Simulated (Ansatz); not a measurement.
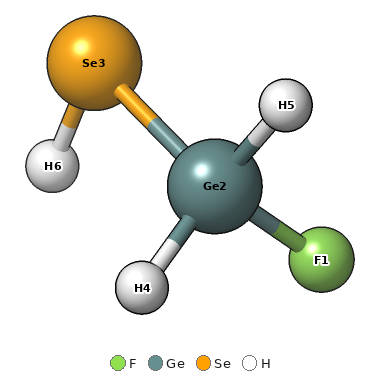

The system is FGeH3Se, SMILES [F][GeH2][SeH]; the picture shows the grid point nearest to the relaxed geometry. Two internal coordinates are moved rigidly from the geometry relaxed at PBE0-D4/def2-TZVP, all others fixed. Coordinates scanned: (1) angle F1–Ge2–Se3; (2) torsion F1–Ge2–Se3–H6. The grid has 5 × 6 points. Points are written as (first, second). All energies are given in kJ/mol relative to the lowest grid point. Method: RKS r2SCAN-D4/def2-TZVPP in Ansatz 0.2.0.

Its coordinates:

```json
{"atom": "F", "x (Å)": "-1.8429", "y (Å)": "-0.4245", "z (Å)": "0.0680"}
{"atom": "Ge", "x (Å)": "-0.2831", "y (Å)": "0.1116", "z (Å)": "-0.4904"}
{"atom": "Se", "x (Å)": "1.0522", "y (Å)": "0.6722", "z (Å)": "1.3376"}
{"atom": "H", "x (Å)": "0.2884", "y (Å)": "-1.0720", "z (Å)": "-1.2770"}
{"atom": "H", "x (Å)": "-0.5342", "y (Å)": "1.3838", "z (Å)": "-1.3050"}
{"atom": "H", "x (Å)": "0.9704", "y (Å)": "-0.6857", "z (Å)": "1.8909"}
```

Range: angle F1–Ge2–Se3 from 85.6 to 133.6°; torsion F1–Ge2–Se3–H6 from 120 to 420°.

> What landscape does the calculation give?

The lowest grid point is at (109.6°, 420°). There is a further well near (109.6°, 300°) (1.6 kJ/mol above the lowest at that grid point). The highest grid point, (133.6°, 180°), lies 63.3 kJ/mol above the lowest. On the interpolated surface the easiest way out of the lowest well to the well at about (109°, 280°) passes a barrier of about 11 kJ/mol, counted from the interpolated bottom of the well. Round the minimum the two coordinates are nearly uncoupled.

```csv
"torsion F1–Ge2–Se3–H6 ↓, angle F1–Ge2–Se3 →",85.6,97.6,109.6,121.6,133.6
420,48.0,10.2,0.0,10.6,39.6
360,52.5,17.0,10.4,24.6,56.9
300,49.5,11.9,1.6,12.2,41.1
240,48.0,12.2,3.3,15.2,45.2
180,39.4,13.2,11.1,28.4,63.3
120,48.2,12.4,3.6,15.4,45.4
```

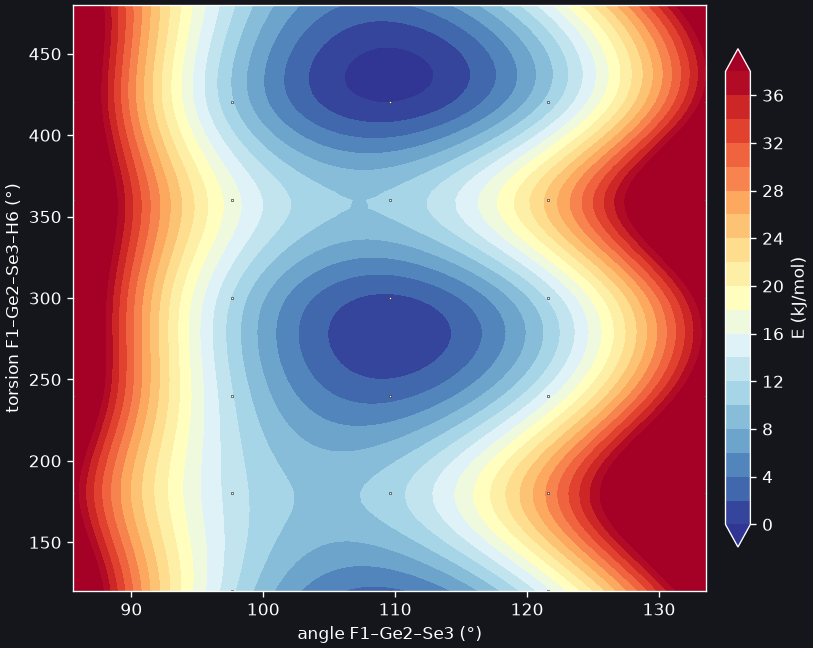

Drawn: filled contours, dots at the grid points, one colour for all values above the top of the scale. Between grid points the surface is interpolated.
